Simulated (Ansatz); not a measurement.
**BGeH2IS: geometry optimisation**

The task: find the minimum of BGeH2IS nearest to the start.

The runs use Ansatz 0.2.0; RKS PBE-D4/def2-SVPD.

1 further run of the same task is left out (set aside as unsound or not needed).

**1. The system as given**

SMILES `I[B]1[S][GeH2]1`, 6 atoms, charge 0, spin multiplicity 1.

Atoms are counted from 1 here; the program's logs count them from 0.

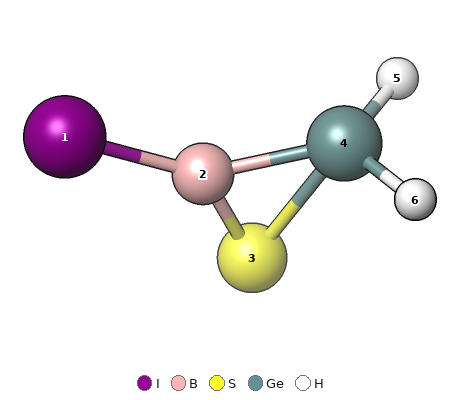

As it starts; iodine purple, boron pink, sulfur yellow, germanium teal, hydrogen white; atoms are numbered from 1 in the order of the file.

Geometry (Å):

```tsv
atom	x (Å)	y (Å)	z (Å)
I1	-1.59604	-2.66491	0.09451
B2	-0.23863	-1.04791	0.11439
S3	1.47462	-0.81617	0.43752
Ge4	-0.02972	0.93574	-0.17340
H5	0.47837	1.55823	-1.49557
H6	-0.04650	1.97091	0.97625
```

**2. Relaxation**

input.yaml

```yaml
crystal:
  periodic: [false, false, false]
  atoms:
    - { symbol: I, position_ang: [-1.596041, -2.66491, 0.094512] }
    - { symbol: B, position_ang: [-0.238629, -1.047905, 0.11439] }
    - { symbol: S, position_ang: [1.474619, -0.816168, 0.437524] }
    - { symbol: Ge, position_ang: [-0.029723, 0.935744, -0.173403] }
    - { symbol: H, position_ang: [0.47837, 1.558226, -1.495569] }
    - { symbol: H, position_ang: [-0.046496, 1.970913, 0.976247] }
basis:
  gaussian: { orbitals: def2-SVPD }
hamiltonian:
  xc: pbe
  dispersion: d4
output:
  forces: true
relax:
  f_tol: 0.003
  max_steps: 120
```

On the command line:

```sh
ansatz run input.yaml --threads 1 --pin off --max-ram 2560MiB --backend cpu --events-out ev --progress --plain --runs-dir out
```

What does the calculation give? Wanted: energy gained; root mean square move; dipole moment.

As calculated:

| quantity | value |
| --- | --- |
| energy gained | 0.0000 eV |
| root mean square move | 0.001 Å |
| dipole moment | 1.58 D |

In words: Bond lengths: I1–B2 2.111 Å, B2–S3 1.759 Å, B2–Ge4 2.015 Å, S3–Ge4 2.388 Å, Ge4–H5 1.547 Å, Ge4–H6 1.547 Å. Angles: I1–B2–S3 136.8°, I1–B2–Ge4 145.0°, S3–B2–Ge4 78.2°, B2–S3–Ge4 55.7°, B2–Ge4–S3 46.1°, B2–Ge4–H5 123.5°, B2–Ge4–H6 123.5°, S3–Ge4–H5 107.9°, S3–Ge4–H6 107.9°, H5–Ge4–H6 111.7°. No frequencies were computed here.
